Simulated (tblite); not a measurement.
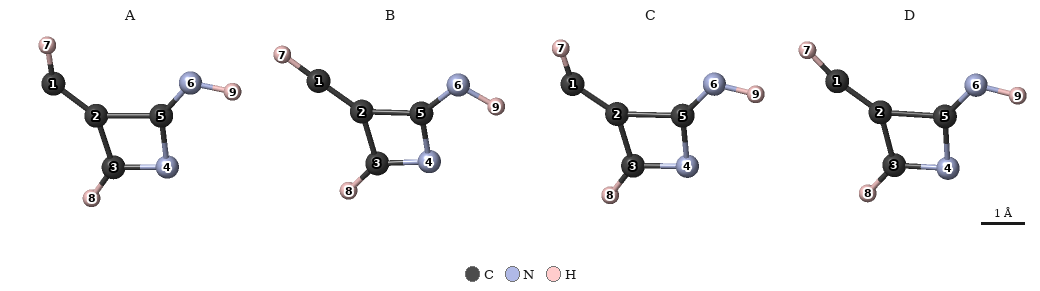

4 geometries from one relaxation of C₄H₃N₂ (multiplicity 2), in shuffled order. The picture is a ball-and-stick view, seen at a tilt.

These are results of GFN2-xTB geometry optimisation, gas phase in tblite 0.8.0, not measurements. 

**Order the frames from highest to lowest energy.**

B, D, C, A. They are steps 0, 17, 22, 38, at +66.8 kJ/mol, +14.2 kJ/mol, +11.1 kJ/mol relative to the last. After 38 geometry steps the energy has fallen by 66.8 kJ/mol. The atom that moves furthest after the best rigid fit is H7 (0.69 Å). Largest moves by element: H 0.69 Å, N 0.19 Å, C 0.18 Å. Some distances before and after: C2–C5 1.441 → 1.572 Å, N4–C5 1.351 → 1.426 Å, C3–N4 1.265 → 1.302 Å, C5–N6 1.267 → 1.232 Å. Among the angles between lasting bonds that change: C2–C1–H7 179.2° → 134.5°, C5–N6–H9 106.3° → 118.4°, N4–C5–N6 127.7° → 139.3°. The run took 0.13 s on 1 thread of Arm Neoverse V1, with other jobs on the host.
